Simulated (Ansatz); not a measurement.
## Ti₆HO₁₂F: geometry relaxation (part 1 of 4)

Ti₆HO₁₂F (slab, 20 atoms in the cell), computed with DFT r2SCAN-D3(BJ), scalar-relativistic, plane waves, PAW, PAW set soft_1, no spin polarisation (Ansatz 0.2.0).

The structure derives from an entry of the Crystallography Open Database. The input holds or restrains some coordinates. Forces given for the steps count only the free coordinates. It belongs to a series of runs on one base structure; here: end point B relaxed. Figures and captions count atoms from 1; the log counts them from 0 in places.

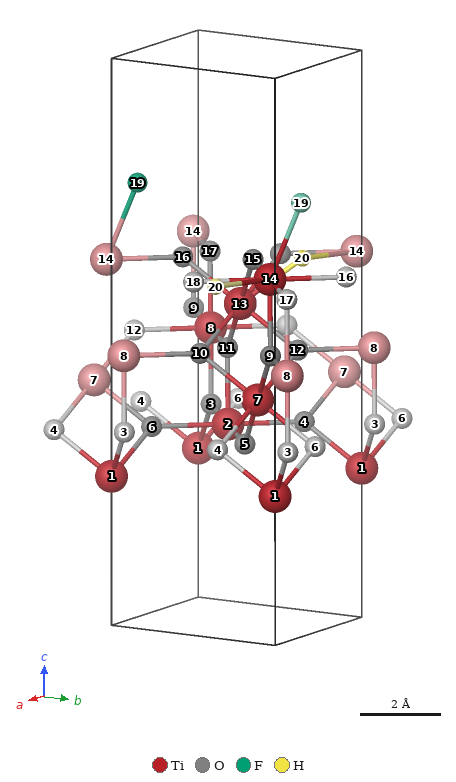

Fig. 1: The structure as given in the input (ball-and-stick view of the cell of the calculation, with the vacuum cut short, seen slightly off an axis; neighbours outside the cell are drawn fainter; atoms are numbered from 1 in the order of the input). An atom can appear more than once, as a periodic image.

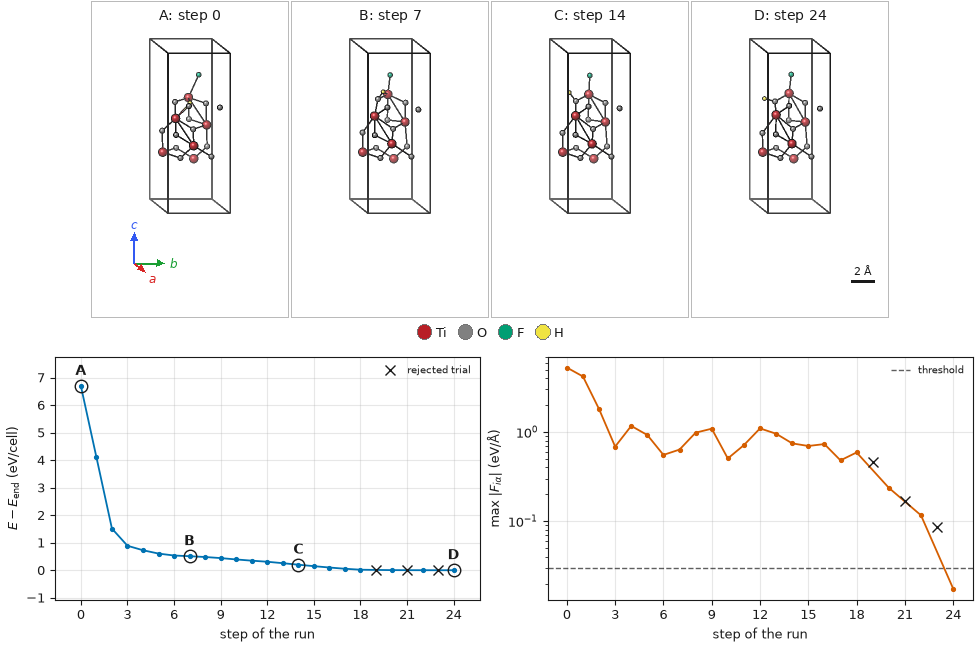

Fig. 2: Frames of the restrained relaxation (ball-and-stick view of the cell of the calculation, with the vacuum cut short (origin shifted), seen slightly off an axis) above the curves, on which the letters mark them (the first geometry is step 0 here and step 1 in the log).

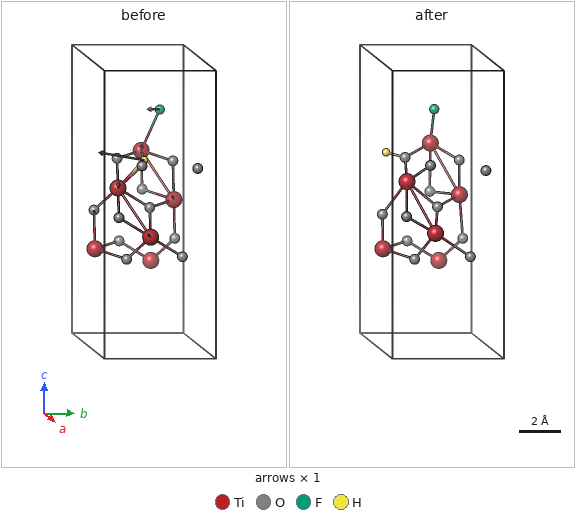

Fig. 3: Before (left) and after (right) the restrained relaxation, at one scale (ball-and-stick view of the cell of the calculation, with the vacuum cut short (origin shifted), seen slightly off an axis). The black arrows give the displacements, at true length. The largest move is that of H20, 2.48 Å. Largest moves by element: H 2.48 Å, F 0.68 Å, Ti 0.37 Å, O 0.21 Å. The cell stays as it was. Distances before and after: O18–H20 1.485 → 0.977 Å, Ti13–H20 1.965 → 2.446 Å, Ti14–F19 2.230 → 1.767 Å, O9–Ti14 1.947 → 2.407 Å. New bonds form: O18–H20 (1.49 → 0.98 Å). Among the angles that change: Ti7–O9–Ti8 130.6° → 150.7°, Ti8–O11–Ti13 130.6° → 110.5°, Ti13–O15–Ti14 130.6° → 146.3°. After 24 geometry steps the energy has fallen by 6.692 eV per cell of the calculation. Largest force component: 5.3 eV/Å at the start, 0.018 eV/Å at the end. The line search rejected the trial steps at points 19, 21, 23 (counted from 0) and went back. (Atoms are counted from 1 in the order of the input.)

The input and output of the run follow.

### Input file
```yaml
crystal:
  lattice:
    - [5.462098, 0.0, 0.0]
    - [1.601256, 5.222116, 0.0]
    - [0.0, 0.0, 18.70654]
  atoms:
    - { symbol: Ti, position: [0.0, 0.0, 0.05345724] }
    - { symbol: Ti, position: [0.38665045, 0.38665048, 0.11189885] }
    - { symbol: O, position: [0.16669171, 0.16669172, 0.12474665] }
    - { symbol: O, position: [0.08169042, 0.69161049, 0.11189885] }
    - { symbol: O, position: [0.60660919, 0.60660925, 0.09905105] }
    - { symbol: O, position: [0.69161048, 0.08169048, 0.11189885] }
    - { symbol: Ti, position: [0.7733009, 0.77330097, 0.17034046] }
    - { symbol: Ti, position: [0.15995142, 0.15995143, 0.22878207] }
    - { symbol: O, position: [0.9399926, 0.93999269, 0.24162988] }
    - { symbol: O, position: [0.8549914, 0.46491144, 0.22878207] }
    - { symbol: O, position: [0.37991016, 0.3799102, 0.21593427] }
    - { symbol: O, position: [0.46491136, 0.85499144, 0.22878207] }
    - { symbol: Ti, position: [0.54660187, 0.54660192, 0.28722368] }
    - { symbol: Ti, position: [0.93325232, 0.9332524, 0.34566529] }
    - { symbol: O, position: [0.71329357, 0.71329364, 0.3585131] }
    - { symbol: O, position: [0.62829237, 0.23821239, 0.34566529] }
    - { symbol: O, position: [0.15321113, 0.15321115, 0.33281749] }
    - { symbol: O, position: [0.23821233, 0.62829239, 0.34566529] }
    - { symbol: F, position: [0.90491864, 0.10822531, 0.45420156] }
    - { symbol: H, position: [1.36823909, -0.16840095, 0.34995994] }
basis:
  ecutwfc: 500.0
kpoints:
  mp_grid: { grid: [2, 2, 1] }
hamiltonian:
  xc: r2scan
  dispersion: d3bj
  pseudopotentials: { kind: paw, azcp: { folder: soft_1 } }
scf:
  occupations: { method: gaussian, width: 0.05 }
  lower_state_search: "off"
relax:
  f_tol: 0.03
  max_steps: 60
  adjacent_minimum: "off"
  constraints: [{ sites: [0, 1, 2, 3, 4, 5] }]
```

Launch command:
```bash
ansatz run input.yaml --threads 4 --pin off --max-ram 10240MiB --backend cpu --events-out ev --progress --plain --runs-dir out
```

### Output
```
Warning: the engine holds no damping parameters fitted to this dispersion correction and functional, so the run takes those fitted to r2scan beside the three-body term, which d3bj leaves out (hamiltonian.dispersion, under Limitations)
Engine: ansatz 0.2.0, aarch64-unknown-linux-gnu
Pseudopotentials: kind: paw
Pseudopotential: Ti, paw, valence charge 12, recommended cutoff 500 eV (meta_gga), [file]
Pseudopotential: O, paw, valence charge 6, recommended cutoff 500 eV (meta_gga), [file]
Pseudopotential: F, paw, valence charge 7, recommended cutoff 500 eV (meta_gga), [file]
Pseudopotential: H, paw, valence charge 1, recommended cutoff 500 eV (meta_gga), [file]
Functional definition: r2SCAN
  parameter k0 = 0.174
  parameter k1 = 0.065
  parameter a1 = 4.9479
  exchange = r2scan_x(k0 = k0, k1 = k1, a1 = a1)
  correlation = r2scan_c
Crystal: 20 atoms, lattice volume = 533.580 Å³
Basis set: ecut = 500 eV, 13511 PW (Γ), exchange–correlation on 160×160×576 points (64 copies of the dense FFT grid, shifted against one another)
Bands: 96, of which v1, the nominal top of the filled ones, is band 76 counted from 1 (75 counted from 0)
Symmetry: 1 space group operations
Space group: P1 (ITA 1), of the structure as read, at distance tolerance 8.1e-5 Å
k-points: 4
Non-local potential: Ti, projectors of the file, l = 0: 3, l = 1: 2, l = 2: 3, l = 3: 1
Non-local potential: O, projectors of the file, l = 0: 2, l = 1: 2, l = 2: 1
Non-local potential: F, projectors of the file, l = 0: 2, l = 1: 2, l = 2: 1
Non-local potential: H, projectors of the file, l = 0: 2, l = 1: 1
PAW form: soft (Blöchl's): semilocal exchange-correlation on the pseudo side does not see the compensation charge
PAW frozen core: Ti, regenerated for the run's functional (the file was generated under x = pbe(κ = 0.804, μ = 0.2195149727645171), c = pbe(β = 0.06672455060314922))
PAW frozen core: O, regenerated for the run's functional (the file was generated under x = pbe(κ = 0.804, μ = 0.2195149727645171), c = pbe(β = 0.06672455060314922))
PAW frozen core: F, regenerated for the run's functional (the file was generated under x = pbe(κ = 0.804, μ = 0.2195149727645171), c = pbe(β = 0.06672455060314922))
PAW one-centre angular grid: Ti, 590 points (default); XC on 160 Gauss nodes
PAW one-centre angular grid: O, 302 points (default); XC on 160 Gauss nodes
PAW one-centre angular grid: F, 302 points (default); XC on 160 Gauss nodes
PAW one-centre angular grid: H, 302 points (default); XC on 160 Gauss nodes
Initial density: superposition of atomic densities (neutral atoms: chi_scale 0, normalization atom)
Initial wavefunctions: pseudopotential atomic-orbital guess
Functional: x = r2scan, c = r2scan; τ floored in thin density (d = 2e-4 eV/Å³)
SCF iter   1: F=-22568.435283 eV  HF=-22728.396540 eV  |F-HF|=1.60e2  |Δ(HF+E_count)|=         —  Δρ=1.52e-1  dr2=1.82e2  dr2_τ=8.63e0  ethr=3.10e-3  ⟨swp⟩=6.0  Hψ=1409  notcnv=0
preconditioner: auto → Resta (q_TF=auto, 2.213 Å⁻¹)  ε∞=2.4  [insulator: Δε(μ)=5.616 eV  Ē_g=13.662 eV  σ=0.050 eV  W_gap=1.00  n_scr=92 (ndim 8)  ℏωp=16.4 eV  f_vac=0.530  D(μ)=0.00/eV (n_scr^D=0)  ε∞_Penn≈2.4  vacuum switching on, ρ_ref=1.4e-2 e/Å³]
SCF iter   2: F=-18477.833632 eV  HF=-22793.415774 eV  |F-HF|=4.32e3  |Δ(HF+E_count)|=    6.50e1  Δρ=4.00e-1  dr2=4.40e3  dr2_τ=5.97e1  ethr=3.10e-3  ⟨swp⟩=6.0  Hψ=1172  notcnv=0  defer=54  recentre
preconditioner: auto → LDOS  [metal: Δε(μ)=0.026 eV  Ē_g=9.531 eV  σ=0.050 eV  W_gap=0.28  n_scr=92 (ndim 8)  ℏωp=16.4 eV  f_vac=0.547  D(μ)=13.09/eV (n_scr^D=84)  β→1.0]
SCF iter   3: F=-22605.211916 eV  HF=-22711.908318 eV  |F-HF|=1.07e2  |Δ(HF+E_count)|=    8.15e1  Δρ=1.10e-1  dr2=1.19e2  dr2_τ=1.23e0  ethr=3.10e-3  ⟨swp⟩=6.2  Hψ=1037  notcnv=0  defer=51
SCF iter   4: F=-22635.732908 eV  HF=-22699.561159 eV  |F-HF|=6.38e1  |Δ(HF+E_count)|=    1.23e1  Δρ=6.10e-2  dr2=6.80e1  dr2_τ=6.59e-1  ethr=3.10e-3  ⟨swp⟩=4.0  Hψ=823  notcnv=0  defer=16
automatic band count: iteration 4 solves 88 bands in place of 96: the levels show a gap, and the empty bands left out lie too high to hold charge; the band table lists the bands solved (type scf.n_extra_bands for more)
SCF iter   5: F=-22654.251021 eV  HF=-22694.096196 eV  |F-HF|=3.98e1  |Δ(HF+E_count)|=    5.46e0  Δρ=3.56e-2  dr2=4.09e1  dr2_τ=3.65e-1  ethr=3.10e-3  ⟨swp⟩=4.0  Hψ=675  notcnv=0  defer=27
SCF iter   6: F=-22661.580650 eV  HF=-22692.127875 eV  |F-HF|=3.05e1  |Δ(HF+E_count)|=    1.97e0  Δρ=3.57e-2  dr2=3.14e1  dr2_τ=3.85e-1  ethr=3.10e-3  ⟨swp⟩=5.0  Hψ=968  notcnv=0  defer=31
SCF iter   7: F=-22679.988630 eV  HF=-22690.326463 eV  |F-HF|=1.03e1  |Δ(HF+E_count)|=    1.80e0  Δρ=2.42e-2  dr2=1.08e1  dr2_τ=1.54e-1  ethr=3.10e-3  ⟨swp⟩=3.0  Hψ=514  notcnv=0  defer=31
SCF iter   8: F=-22686.639343 eV  HF=-22689.901930 eV  |F-HF|=3.26e0  |Δ(HF+E_count)|=   4.25e-1  Δρ=1.99e-2  dr2=3.85e0  dr2_τ=6.10e-2  ethr=3.10e-3  ⟨swp⟩=4.0  Hψ=470  notcnv=0  defer=22
SCF iter   9: F=-22685.406187 eV  HF=-22689.607536 eV  |F-HF|=4.20e0  |Δ(HF+E_count)|=   2.94e-1  Δρ=1.37e-2  dr2=4.40e0  dr2_τ=6.84e-2  ethr=2.53e-3  ⟨swp⟩=4.0  Hψ=394  notcnv=0  defer=22
SCF iter  10: F=-22397.653692 eV  HF=-22691.830239 eV  |F-HF|=2.94e2  |Δ(HF+E_count)|=    2.22e0  Δρ=1.33e-1  dr2=3.05e2  dr2_τ=4.26e0  ethr=2.53e-3  ⟨swp⟩=4.0  Hψ=554  notcnv=0  defer=16  recentre
SCF iter  11: F=-22674.893381 eV  HF=-22689.657808 eV  |F-HF|=1.48e1  |Δ(HF+E_count)|=    2.17e0  Δρ=2.88e-2  dr2=1.57e1  dr2_τ=2.04e-1  ethr=2.53e-3  ⟨swp⟩=4.8  Hψ=883  notcnv=0  defer=22
automatic band count: iteration 11 solves 96 bands in place of 88: the levels no longer show a gap clear of their residuals, so the SCF keeps every band
SCF iter  12: F=-22683.773701 eV  HF=-22689.724015 eV  |F-HF|=5.95e0  |Δ(HF+E_count)|=   6.62e-2  Δρ=1.90e-2  dr2=6.21e0  dr2_τ=1.48e-1  ethr=2.53e-3  ⟨swp⟩=2.0  Hψ=468  notcnv=0  defer=41
SCF iter  13: F=-22684.523020 eV  HF=-22689.671259 eV  |F-HF|=5.15e0  |Δ(HF+E_count)|=   5.28e-2  Δρ=1.68e-2  dr2=5.34e0  dr2_τ=3.13e-2  ethr=2.53e-3  ⟨swp⟩=1.8  Hψ=362  notcnv=0  defer=41
SCF iter  14: F=-22685.538540 eV  HF=-22689.629476 eV  |F-HF|=4.09e0  |Δ(HF+E_count)|=   4.18e-2  Δρ=1.57e-2  dr2=4.24e0  dr2_τ=4.00e-2  ethr=2.53e-3  ⟨swp⟩=1.0  Hψ=355  notcnv=0  defer=41
SCF iter  15: F=-22688.762852 eV  HF=-22689.535915 eV  |F-HF|=7.73e-1  |Δ(HF+E_count)|=   9.36e-2  Δρ=1.06e-2  dr2=8.55e-1  dr2_τ=1.89e-2  ethr=2.53e-3  ⟨swp⟩=1.0  Hψ=355  notcnv=0  defer=41
SCF iter  16: F=-22689.064089 eV  HF=-22689.491160 eV  |F-HF|=4.27e-1  |Δ(HF+E_count)|=   4.48e-2  Δρ=8.43e-3  dr2=4.91e-1  dr2_τ=1.16e-2  ethr=5.63e-4  ⟨swp⟩=1.8  Hψ=480  notcnv=0  defer=46
SCF iter  17: F=-22688.410429 eV  HF=-22689.503212 eV  |F-HF|=1.09e0  |Δ(HF+E_count)|=   1.21e-2  Δρ=9.11e-3  dr2=1.14e0  dr2_τ=1.74e-2  ethr=3.23e-4  ⟨swp⟩=2.0  Hψ=454  notcnv=0  defer=47  recentre
SCF iter  18: F=-22689.214830 eV  HF=-22689.475125 eV  |F-HF|=2.60e-1  |Δ(HF+E_count)|=   2.81e-2  Δρ=6.83e-3  dr2=3.03e-1  dr2_τ=4.92e-3  ethr=3.23e-4  ⟨swp⟩=2.0  Hψ=378  notcnv=0  defer=47
SCF iter  19: F=-22687.337587 eV  HF=-22689.469195 eV  |F-HF|=2.13e0  |Δ(HF+E_count)|=   5.93e-3  Δρ=1.36e-2  dr2=2.29e0  dr2_τ=3.22e-2  ethr=1.99e-4  ⟨swp⟩=2.0  Hψ=442  notcnv=0  defer=49  recentre
SCF iter  20: F=-22688.960871 eV  HF=-22689.458651 eV  |F-HF|=4.98e-1  |Δ(HF+E_count)|=   1.05e-2  Δρ=6.85e-3  dr2=5.40e-1  dr2_τ=7.65e-3  ethr=1.99e-4  ⟨swp⟩=2.0  Hψ=458  notcnv=0  defer=48
SCF iter  21: F=-22688.501006 eV  HF=-22689.459741 eV  |F-HF|=9.59e-1  |Δ(HF+E_count)|=   1.09e-3  Δρ=8.48e-3  dr2=1.02e0  dr2_τ=1.03e-2  ethr=1.99e-4  ⟨swp⟩=2.0  Hψ=419  notcnv=0  defer=48
[...]
  greatest PAW one-centre occupation: 1.000 electrons in one spin orbital (limit 2), on the Ti atom at site 12 (counted from 0), in its partial waves of l = 1
relax step   1: F+E_penalty+E_count = -22689.45388699 eV  Δ(F+E_penalty+E_count) = +0.000e0 eV  max|allowed force component| = 5.271e0 eV/Å  Δτ_max = 0.0000 Å  (29 SCF iters, dr2 threshold 2.25e-5 eV, accepted)
Initial density: handed on by an earlier stage of this run
Initial wavefunctions: those handed on with the density
preconditioner: auto → LDOS  [metal: Δε(μ)=0.004 eV  Ē_g=9.409 eV  σ=0.050 eV  W_gap=0.04  n_scr=92 (ndim 8)  ℏωp=16.4 eV  f_vac=0.564  D(μ)=11.27/eV (n_scr^D=62)  β→1.0]
relax step   2: F+E_penalty+E_count = -22692.03901353 eV  Δ(F+E_penalty+E_count) = -2.585e0 eV  max|allowed force component| = 4.188e0 eV/Å  Δτ_max = 0.1923 Å  (12 SCF iters, dr2 threshold 1.00e-4 eV, accepted)
preconditioner: auto → Resta (q_TF=auto, 2.213 Å⁻¹)  ε∞=3.8  [insulator: Δε(μ)=0.254 eV  Ē_g=9.727 eV  σ=0.050 eV  W_gap=1.00  n_scr=92 (ndim 8)  ℏωp=16.4 eV  f_vac=0.567  D(μ)=0.02/eV (n_scr^D=0)  ε∞_Penn≈3.8  vacuum switching on, ρ_ref=6.9e-3 e/Å³]
preconditioner: auto → LDOS  [insulator: Δε(μ)=0.106 eV  Ē_g=9.516 eV  σ=0.050 eV  W_gap=0.86  n_scr=92 (ndim 8)  ℏωp=16.4 eV  f_vac=0.564  D(μ)=5.02/eV (n_scr^D=18)  ε∞_Penn≈4.0  β→1.0]
relax step   3: F+E_penalty+E_count = -22694.63339604 eV  Δ(F+E_penalty+E_count) = -2.594e0 eV  max|allowed force component| = 1.806e0 eV/Å  Δτ_max = 0.1950 Å  (14 SCF iters, dr2 threshold 1.00e-4 eV, accepted)
automatic band count: iteration 1 solves 88 bands in place of 96: the levels show a gap, and the empty bands left out lie too high to hold charge; the band table lists the bands solved (type scf.n_extra_bands for more)
preconditioner: auto → LDOS  [insulator: Δε(μ)=0.100 eV  Ē_g=8.936 eV  σ=0.050 eV  W_gap=0.84  n_scr=92 (ndim 8)  ℏωp=16.4 eV  f_vac=0.566  D(μ)=4.17/eV (n_scr^D=6)  ε∞_Penn≈4.4  β→1.0]
automatic band count: iteration 5 solves 96 bands in place of 88: the levels no longer show a gap clear of their residuals, so the SCF keeps every band
  greatest PAW one-centre occupation: 1.000 electrons in one spin orbital (limit 2), on the Ti atom at site 7 (counted from 0), in its partial waves of l = 1
relax step   4: F+E_penalty+E_count = -22695.25738615 eV  Δ(F+E_penalty+E_count) = -6.240e-1 eV  max|allowed force component| = 6.855e-1 eV/Å  Δτ_max = 0.1947 Å  (11 SCF iters, dr2 threshold 1.00e-4 eV, accepted)
preconditioner: auto → LDOS  [metal: Δε(μ)=0.027 eV  Ē_g=9.754 eV  σ=0.050 eV  W_gap=0.30  n_scr=92 (ndim 8)  ℏωp=16.4 eV  f_vac=0.564  D(μ)=10.47/eV (n_scr^D=60)  β→1.0]
```
